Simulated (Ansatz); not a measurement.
**Fields on a plane of ZrGeSe (space group P4/nmm)**

```yaml
crystal:
  lattice:
    - [3.65561, 0.00000, 0.00000]
    - [0.00000, 3.65561, 0.00000]
    - [0.00000, 0.00000, 8.19539]
  atoms:
    - { symbol: Zr, position: [0.00000, 0.50000, 0.73668] }
    - { symbol: Zr, position: [0.50000, 0.00000, 0.26332] }
    - { symbol: Ge, position: [0.00000, 0.00000, 0.00000] }
    - { symbol: Ge, position: [0.50000, 0.50000, 0.00000] }
    - { symbol: Se, position: [0.50000, 0.00000, 0.61997] }
    - { symbol: Se, position: [0.00000, 0.50000, 0.38003] }
```

The slice is a (001) plane (indices of the conventional cell) through the point (0.000, 0.000, 0.000) (fractional), spanned by u = [100] and v = [010] in vectors of this cell: u (3.66 Å) and v (3.66 Å, at 90° to u). It covers one period; positions are fractions (u, v).

Atoms on it: Ge at (0.00, 0.00); Ge at (0.50, 0.50).

Level of theory: LDA (plane waves to 420 eV, PAW, scalar-relativistic; Ansatz, a quantum-chemistry and plane-wave program). k mesh 13×13×6. Near the nuclei the fields are pseudised (PAW); where an atom keeps semicore shells as valence, they peak there. ZrGeSe is run without spin polarisation. ZrGeSe was relaxed with its symmetry unable to fall.

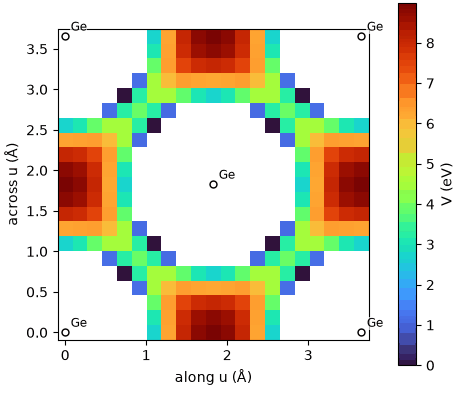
Fig. 1. Electrostatic potential energy of an electron, from the cell's mean, in eV, one period of the plane, atoms marked. Points within 1 Å of a nucleus are left white, as the pseudised field means little there. Values under 0 eV are set to 0. The zero, the cell's mean, hangs on the PAW cores.

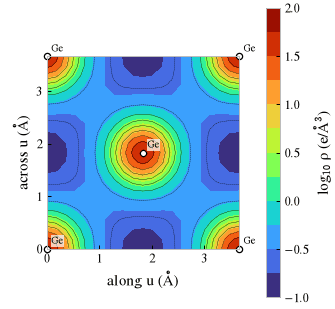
Figure. Log₁₀ of the valence density in e/Å³, one period of the plane, atoms marked. The scale is logarithmic, as a density can span decades between atoms and voids.

Density on the Ge–Ge line (2.58 Å) at its midpoint: 0.36 e/Å³
ELF at that point: 0.53
ELF maximum in the middle third of the Ge–Ge line: 0.53, 1.3 Å from Ge
